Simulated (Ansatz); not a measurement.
C4H12OSi: several calculations on one system

## 1. Relaxation

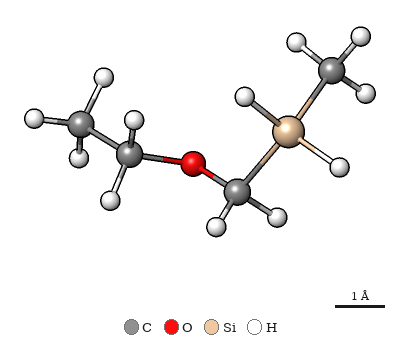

Starting structure of C$_{4}$H$_{12}$OSi. Style: ball-and-stick. Shown at a tilt.

The run prepares an end point of a later path (torsion) calculation, from a guessed geometry.

The calculation used RKS revPBE-D4/STO-3G in Ansatz 0.2.0.

The input:
```yaml
crystal:
  periodic: [false, false, false]
  atoms:
    - { symbol: C, position_ang: [1.2705, -2.42, -1.0922] }
    - { symbol: C, position_ang: [1.316, -0.9184, -0.7069] }
    - { symbol: O, position_ang: [0.0534, -0.2761, -1.0499] }
    - { symbol: C, position_ang: [0.1342, 1.1252, -0.6807] }
    - { symbol: Si, position_ang: [-0.5138, 1.5612, 1.0386] }
    - { symbol: C, position_ang: [-2.1898, 0.8833, 1.4208] }
    - { symbol: H, position_ang: [1.0451, -2.4678, -2.1718] }
    - { symbol: H, position_ang: [2.1884, -2.8885, -0.8793] }
    - { symbol: H, position_ang: [0.3989, -2.8463, -0.5358] }
    - { symbol: H, position_ang: [2.1415, -0.4353, -1.2294] }
    - { symbol: H, position_ang: [1.5005, -0.8373, 0.3903] }
    - { symbol: H, position_ang: [1.0559, 1.5774, -0.8647] }
    - { symbol: H, position_ang: [-0.6945, 1.6102, -1.3875] }
    - { symbol: H, position_ang: [-0.5799, 3.0605, 1.2097] }
    - { symbol: H, position_ang: [0.4653, 1.0474, 2.0569] }
    - { symbol: H, position_ang: [-2.5104, 1.1724, 2.4489] }
    - { symbol: H, position_ang: [-2.1711, -0.1963, 1.3538] }
    - { symbol: H, position_ang: [-2.9477, 1.2599, 0.7309] }
basis:
  gaussian: { orbitals: STO-3G }
hamiltonian:
  xc: revpbe
  dispersion: d4
relax:
  f_tol: 0.015
  max_steps: 40
```

Command:
```bash
ansatz run input.yaml --threads 1 --pin off --max-ram 2048MiB --backend cpu --events-out ev --progress --plain --runs-dir out
```

### Predict the outcome.

Over 13 geometry steps the energy falls by 14.3 kcal/mol. The largest force component goes from 5.3 to 0.0067 eV/Å. The atom that moves furthest after the best rigid fit is H11 (0.61 Å). Largest moves by element: H 0.61 Å, C 0.40 Å, O 0.28 Å, Si 0.16 Å. Some distances before and after: C4–H12 1.043 → 1.122 Å, C4–H13 1.192 → 1.115 Å, C1–H8 1.052 → 1.108 Å, Si5–H14 1.510 → 1.459 Å. Bond angles that change, for instance: Si5–C4–H13 102.0° → 108.7°, H8–C1–H9 114.2° → 108.7°, C2–C1–H9 105.6° → 110.3°. Cost: 63 s on 1 thread of Arm Neoverse V1, with other jobs on the host, peak memory 0.14 GiB.

History of the run:

```json
{"step": "0", "E − E(0), kcal/mol": "0.00", "largest force component, eV/Å": "5.2979"}
{"step": "1", "E − E(0), kcal/mol": "-12.72", "largest force component, eV/Å": "0.6064"}
{"step": "2", "E − E(0), kcal/mol": "-13.72", "largest force component, eV/Å": "0.2206"}
{"step": "3", "E − E(0), kcal/mol": "-13.87", "largest force component, eV/Å": "0.0711"}
{"step": "4", "E − E(0), kcal/mol": "-13.97", "largest force component, eV/Å": "0.0796"}
{"step": "5", "E − E(0), kcal/mol": "-14.01", "largest force component, eV/Å": "0.0704"}
{"step": "6", "E − E(0), kcal/mol": "-14.07", "largest force component, eV/Å": "0.1888"}
{"step": "7", "E − E(0), kcal/mol": "-14.13", "largest force component, eV/Å": "0.0962"}
{"step": "8", "E − E(0), kcal/mol": "-14.20", "largest force component, eV/Å": "0.0455"}
{"step": "9", "E − E(0), kcal/mol": "-14.23", "largest force component, eV/Å": "0.0981"}
{"step": "10", "E − E(0), kcal/mol": "-14.25", "largest force component, eV/Å": "0.0364"}
{"step": "11", "E − E(0), kcal/mol": "-14.26", "largest force component, eV/Å": "0.0076"}
{"step": "12", "E − E(0), kcal/mol": "-14.26", "largest force component, eV/Å": "0.0193"}
{"step": "13", "E − E(0), kcal/mol": "-14.26", "largest force component, eV/Å": "0.0067"}
```

The structure at the end:

```xyz
18

C     1.0436   -2.3432   -1.0326
C     1.0915   -0.8654   -0.5373
O     0.0460   -0.1192   -1.2789
C     0.1233    1.3018   -0.8375
Si   -0.4129    1.6603    0.9712
C    -1.9037    0.6014    1.4200
H     1.2429   -2.3920   -2.1210
H     1.8078   -2.9463   -0.5036
H     0.0460   -2.7828   -0.8368
H     2.1131   -0.4319   -0.7187
H     0.9175   -0.8331    0.5729
H     1.1478    1.7211   -1.0203
H    -0.5679    1.8393   -1.5287
H    -0.7542    3.0758    1.0681
H     0.6805    1.4004    1.9010
H    -2.2179    0.7640    2.4668
H    -1.6752   -0.4724    1.2978
H    -2.7656    0.8333    0.7692
```

The end point in the same view:

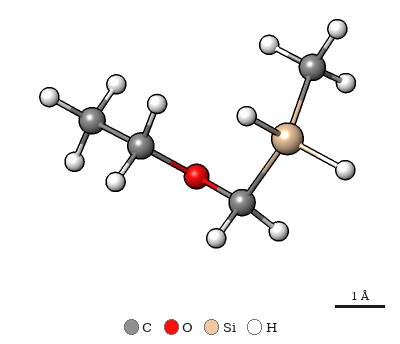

Limits of the set-up: STO-3G is a minimal basis, so the numbers are rough.

## 2. Relaxation

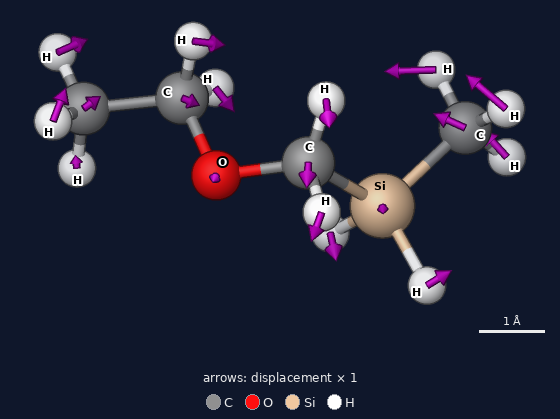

This is a relaxation of C$_{4}$H$_{12}$OSi. The starting structure is drawn; purple arrows show the displacements, at their true length. The two geometries are superimposed by the best rigid fit.

The picture is a ball-and-stick view, seen from a free direction.

The run prepares an end point of a later path (torsion) calculation, from a guessed geometry.

Level of theory: RKS revPBE-D4/STO-3G in Ansatz 0.2.0. (no spin polarisation; force threshold 0.015 eV/Å; at most 40 steps)

> Which element moves most?

Hydrogen: up to 0.83 Å, against 0.55 Å for carbon.

> What happened in the run?

The largest move after the best rigid fit is that of an H atom, 0.83 Å. Largest moves by element: H 0.83 Å, C 0.55 Å, O 0.18 Å, Si 0.16 Å. Some distances before and after: C–H 1.043 → 1.122 Å, C–H 1.192 → 1.115 Å, C–H 1.052 → 1.108 Å, H–Si 1.510 → 1.458 Å. Bond angles that change, for instance: Si–C–H 102.0° → 108.7°, H–C–H 114.2° → 108.7°, C–C–H 105.6° → 110.3°. Groups turn about C–Si by about 30°, C–O by about 20°. The energy falls by 0.643 eV in 16 geometry steps. The largest force component goes from 5 to 0.0044 eV/Å.

Limits of the set-up: STO-3G is a minimal basis, so the numbers are rough.

## 3. Path

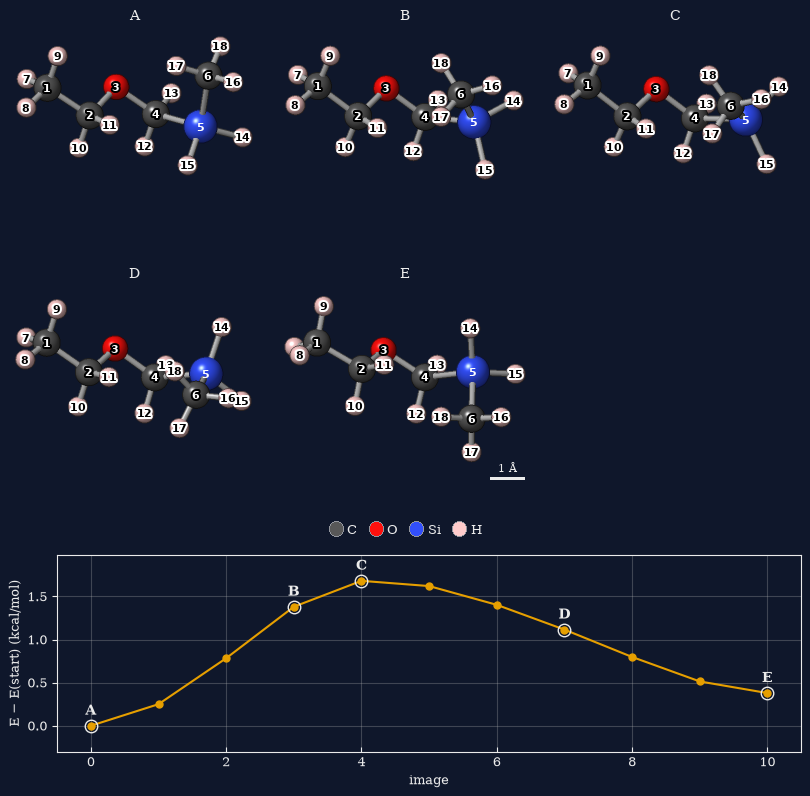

A nudged-elastic-band calculation for C₄H₁₂OSi. Images are numbered from 0 (start) to 10 (end). Frames A to E are images 0, 3, 4, 7, 10. A ball-and-stick model, seen from a free direction.

These are results of RKS revPBE-D4/STO-3G in Ansatz 0.2.0, not measurements. Run with 9 movable images; climbing image; force threshold 0.05 eV/Å; iteration limit 32; starting path through a guess of the saddle point.

Describe the mechanism and the energy profile.

Answer. The motion is a rotation about the C4–Si5 bond by about 135°. No bond forms or breaks between the ends. Among the angles between lasting bonds that change up to the highest image: C4–Si5–C6 109.9° → 113.3°, C4–Si5–H15 111.0° → 108.9°. The energy climbs by 1.68 kcal/mol to image 4 and then falls by 1.30 kcal/mol, so the end point sits at +0.38 kcal/mol. The band converged in 7 iterations, with a climbing image at the top. At the top, the vibrational analysis gives one imaginary mode (51i cm⁻¹), as a transition state must have.

Limits of the set-up: STO-3G is a minimal basis, so the numbers are rough.

Cost: 4.9 min on 1 thread of Arm Neoverse V1, on a shared host, peak memory 0.11 GiB.
